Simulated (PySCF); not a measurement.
# C$_{5}$H$_{9}$NSi (SMILES C=C/N=C/C(=C)[SiH3]): what the fields show

```xyz
16

C     2.9886    1.1016    0.3455
C     2.2165    0.0185    0.3627
N     0.8538    0.1293    0.2660
C     0.1020   -0.8987    0.2808
C    -1.3142   -0.6723    0.1696
C    -2.1878   -1.6798    0.1728
Si   -1.7186    1.1718    0.0236
H     4.0594    1.0369    0.4186
H     2.5482    2.0790    0.2567
H     2.6458   -0.9835    0.4527
H     0.4898   -1.9250    0.3715
H    -1.8803   -2.7130    0.2595
H    -3.2470   -1.5055    0.0885
H    -3.1828    1.2725   -0.0857
H    -1.1059    1.7110   -1.1867
H    -1.2751    1.8662    1.2288
```

Geometry: GFN2-xTB.

These are results of PBE0/pcSseg-1, SCF density, gas phase, non-relativistic (PySCF 2.14.0), not measurements.

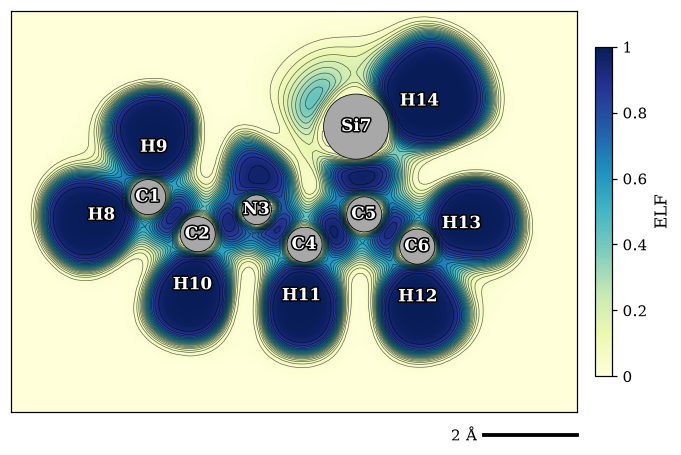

Figure 1. Electron localisation function on the plane of atoms C2, N3 and C4. Grey discs cover the atomic cores.

What does the map show?

Answer. Atoms in the plane: C, N, Si and H.
C–N (1.27 Å): the ELF peaks at about 0.90 between the atoms: a covalent bond.
C–C (1.33 Å): the ELF peaks at about 0.95 between the atoms: a multiple bond.
C–Si (1.89 Å): the ELF peaks at about 1 between the atoms; a shared electron pair.
C–H (1.08 Å): the ELF climbs to about 1 towards the hydrogen, as it does in any bond to H (a covalent bond by its length).
C–N (1.37 Å): the ELF peaks at about 0.95 between the atoms (a covalent bond).
The ELF also peaks beside N3, away from the bonds: lone-pair regions.

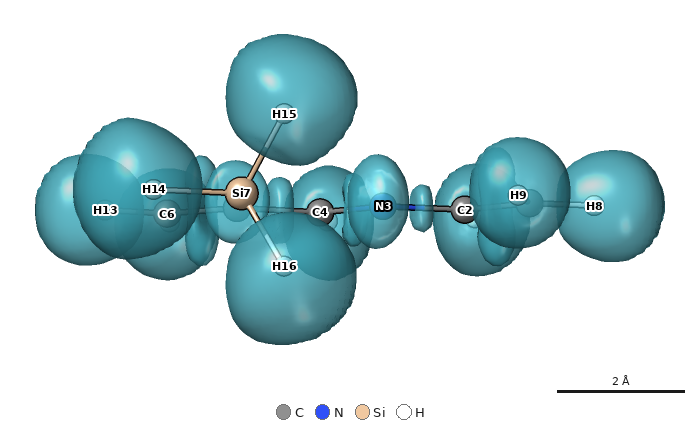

Figure 2. Isosurface of the ELF at 0.85 (cyan), seen from one side. Only the valence region is drawn (cores and ρ < 0.01 e/Å³ removed).

Identify the bonds, lone pairs and shells in this picture.

Answer. The ELF exceeds this value in three regions between bonded C–C atoms (shared pairs), two regions between bonded C–N atoms (shared pairs), one region between bonded C–Si atoms (shared pairs), nine regions around hydrogen nuclei and one lobe on N, pointing away from the bonds (lone pairs).

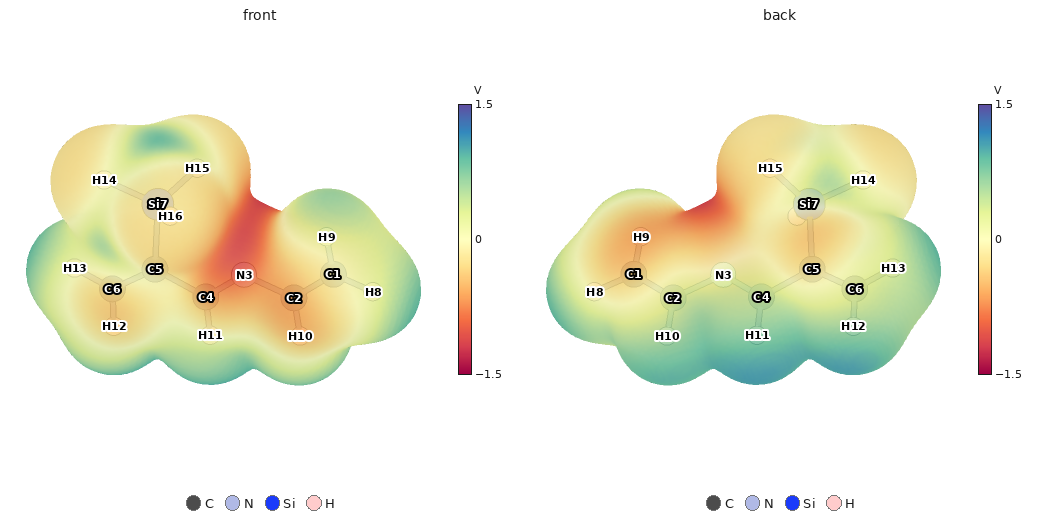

Figure 3. The electrostatic potential painted on the density surface at 0.002 e/bohr³, seen from the front and from behind; the colour scale runs from red (negative) to blue (positive).

Where is the surface potential most negative and most positive?

Answer. The most negative region (about −1.1 V, or −25 kcal/mol for a unit charge) lies over N3, the most positive (about +1.1 V, or +25 kcal/mol for a unit charge) over H11 and H12. N3 is the likeliest acceptor of a hydrogen bond.

How polar is the molecule by this calculation?

Answer. Its dipole moment is 1.94 D.
